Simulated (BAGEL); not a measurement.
# RI-MP2/def2-TZVP (density fitting with cc-pvqz-jkfit) run of S2O (Disulfur monoxide)

Aim: the energy change on altering one bond length of S2O (Disulfur monoxide) at RI-MP2/def2-TZVP (density fitting with cc-pvqz-jkfit), from 2 runs. 

The calculation is run with BAGEL 1.2.2.

2 further runs of the same task are left out: 2 that didn't finish. Runs told in other sessions of the task aren't counted.

## Step 1: The system as given

S2O: 3 atoms, total charge 0, spin state singlet. SMILES: `O=S=S`. Geometry: relaxed at PBE0-D4/def2-TZVP.

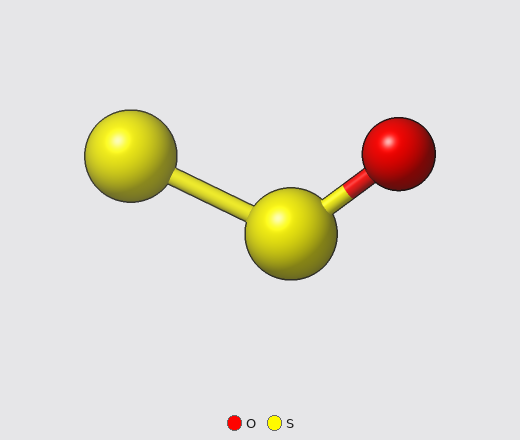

The structure, seen from a chosen angle (oxygen red, sulfur yellow).

## Step 2: A single-point energy at RI-MP2/def2-TZVP (density fitting with cc-pvqz-jkfit)

job.json

```json
{ "bagel": [

{
  "title": "molecule",
  "basis": "def2-tzvp.json",
  "df_basis": "cc-pvqz-jkfit",
  "angstrom": true,
  "geometry": [
    { "atom": "O", "xyz": [    0.451630,    1.204020,    0.493170 ] },
    { "atom": "S", "xyz": [    0.529120,   -0.205510,    0.148940 ] },
    { "atom": "S", "xyz": [   -0.980740,   -0.998510,   -0.642110 ] }
  ]
},
{ "title": "hf" },
{ "title": "mp2", "ncore": 11 }

]}
```

The basis set def2-TZVP is read from a file made from the Basis Set Exchange's data (not shown).

Run with:

```bash
BAGEL_NUM_THREADS=1 BAGEL job.json > job.out
```

The program printed:

```text
* using 1 threads per process

  ===============================================================
  ===============================================================

  *** Geometry ***

  { "atom" : "O", "xyz" : [      0.853457,      2.275268,      0.931956 ] },
  { "atom" : "S", "xyz" : [      0.999892,     -0.388358,      0.281456 ] },
  { "atom" : "S", "xyz" : [     -1.853330,     -1.886910,     -1.213412 ] },

  Number of auxiliary basis functions:      402

  Since a DF basis is specified, we compute 2- and 3-index integrals:
    o Being stored without compression. Storage requirement is 0.035 GB

  Number of basis functions:      105
  Number of electrons      :       40

    * METHOD: MOLECULE                             0.18

  *** RHF ***

  === Nuclear Repulsion ===
   142.3417242412

      * DIIS with orbital gradients will be used.

  === RHF iteration (def2-tzvp.json) ===
      0       -869.68583372          0.02343707           0.06
      1       -869.62900717          0.02772730           0.06
      2       -869.92817396          0.00189846           0.06
      3       -869.93092410          0.00114697           0.06
      4       -869.93177837          0.00029004           0.06
      5       -869.93188840          0.00011432           0.06
      6       -869.93191010          0.00005141           0.06
      7       -869.93191606          0.00001792           0.06
      8       -869.93191684          0.00000984           0.06
      9       -869.93191712          0.00000404           0.06
     10       -869.93191716          0.00000234           0.06
     11       -869.93191717          0.00000080           0.06
     12       -869.93191717          0.00000033           0.06
     13       -869.93191717          0.00000016           0.06
     14       -869.93191717          0.00000007           0.06
     15       -869.93191717          0.00000003           0.06
     16       -869.93191717          0.00000001           0.06
     17       -869.93191717          0.00000001           0.06
    * SCF iteration converged.

    * Permanent dipole moment:
           (   -0.219024,     0.697641,     0.100898) a.u.

    * METHOD: HF                                   1.20

  *** RHF ***

  === Nuclear Repulsion ===
   142.3417242412

      * DIIS with orbital gradients will be used.

  === RHF iteration (def2-tzvp.json) ===
      0       -869.93191717          0.00000001           0.06
    * SCF iteration converged.

    * Permanent dipole moment:
           (   -0.219025,     0.697640,     0.100897) a.u.

  === DF-MP2 calculation ===

    * freezing 11 orbitals
    * 3-index integral transformation done
    * assembly done

      MP2 correlation energy:   -0.5892959525      0.03

      MP2 total energy:       -870.5212131186

    * METHOD: MP2                                  0.16

  ===============================================================
```

Run time: 1.7 s. Hardware: 1 thread of Arm Neoverse V1, shared host.

## Step 3: The distorted shape at the same level

mp2.json

```json
{ "bagel": [

{
  "title": "molecule",
  "basis": "def2-tzvp.json",
  "df_basis": "cc-pvqz-jkfit",
  "angstrom": true,
  "geometry": [
    { "atom": "O", "xyz": [       0.412887,       1.908753,       0.665277 ] },
    { "atom": "S", "xyz": [       0.529120,      -0.205510,       0.148940 ] },
    { "atom": "S", "xyz": [      -0.980740,      -0.998510,      -0.642110 ] }
  ]
},

{ "title": "hf" },

{ "title": "mp2", "ncore": 11 }

]}
```

The basis set def2-TZVP is read from a file made from the Basis Set Exchange's data (not shown).

Run with:

```bash
BAGEL_NUM_THREADS=1 BAGEL mp2.json > mp2.out
```

The program printed:

```text
* using 1 threads per process

  ===============================================================
  ===============================================================

  *** Geometry ***

  { "atom" : "O", "xyz" : [      0.780243,      3.607020,      1.257191 ] },
  { "atom" : "S", "xyz" : [      0.999892,     -0.388358,      0.281456 ] },
  { "atom" : "S", "xyz" : [     -1.853330,     -1.886910,     -1.213412 ] },

  Number of auxiliary basis functions:      402

  Since a DF basis is specified, we compute 2- and 3-index integrals:
    o Being stored without compression. Storage requirement is 0.035 GB

  Number of basis functions:      105
  Number of electrons      :       40

    * METHOD: MOLECULE                             0.18

  *** RHF ***

  === Nuclear Repulsion ===
   122.6068377662

      * DIIS with orbital gradients will be used.

  === RHF iteration (def2-tzvp.json) ===
      0       -868.92004415          0.03134271           0.06
      1       -862.79726890          0.06836819           0.06
      2       -869.39625999          0.01912838           0.06
      3       -869.58039238          0.01477735           0.05
      4       -869.65371848          0.01078492           0.06
      5       -869.71758030          0.00693938           0.06
      6       -869.74839053          0.00408846           0.06
      7       -869.76121772          0.00097300           0.06
      8       -869.76252060          0.00031714           0.06
      9       -869.76263148          0.00010594           0.06
     10       -869.76264819          0.00006946           0.06
     11       -869.76265605          0.00002701           0.06
     12       -869.76265764          0.00001333           0.06
     13       -869.76265797          0.00000639           0.06
     14       -869.76265807          0.00000391           0.06
     15       -869.76265812          0.00000297           0.06
     16       -869.76265814          0.00000255           0.06
     17       -869.76265819          0.00000174           0.06
     18       -869.76265821          0.00000099           0.06
     19       -869.76265822          0.00000049           0.06
     20       -869.76265822          0.00000028           0.06
     21       -869.76265822          0.00000014           0.06
     22       -869.76265822          0.00000007           0.06
     23       -869.76265822          0.00000003           0.06
     24       -869.76265822          0.00000002           0.06
     25       -869.76265822          0.00000002           0.06
     26       -869.76265822          0.00000001           0.06
     27       -869.76265822          0.00000001           0.06
     28       -869.76265822          0.00000001           0.06
    * SCF iteration converged.

    * Permanent dipole moment:
           (    0.218049,     1.272083,     0.421408) a.u.

    * METHOD: HF                                   1.83

  *** RHF ***

  === Nuclear Repulsion ===
   122.6068377662

      * DIIS with orbital gradients will be used.

  === RHF iteration (def2-tzvp.json) ===
      0       -869.76265822          0.00000001           0.05
    * SCF iteration converged.

    * Permanent dipole moment:
           (    0.218049,     1.272083,     0.421408) a.u.

  === DF-MP2 calculation ===

    * freezing 11 orbitals
    * 3-index integral transformation done
    * assembly done

      MP2 correlation energy:   -0.5478083094      0.03

      MP2 total energy:       -870.3104665316

    * METHOD: MP2                                  0.15

  ===============================================================
```

It took 2.3 s on 1 thread of Arm Neoverse V1, shared host.

## Step 4: Summary of results

Level: RI-MP2/def2-TZVP (density fitting with cc-pvqz-jkfit), 11 core orbitals frozen.

| quantity | value |
| --- | --- |
| first shape: total energy | -870.52121 Eh |
| first shape: correlation energy (11 core orbitals frozen) | -589.3 mEh |
| distorted shape: total energy | -870.31047 Eh |
| distorted shape: correlation energy (11 core orbitals frozen) | -547.8 mEh |
| energy change with the O1–S2 bond stretched from 1.453 to 2.180 Å | 5.735 eV |

In words: With the O1–S2 bond stretched from 1.453 to 2.180 Å the energy rises by 5.73 eV (132 kcal/mol). The first shape isn't relaxed at this level, so the change isn't measured from a minimum. A restricted reference can't describe the breaking bond well at this length.
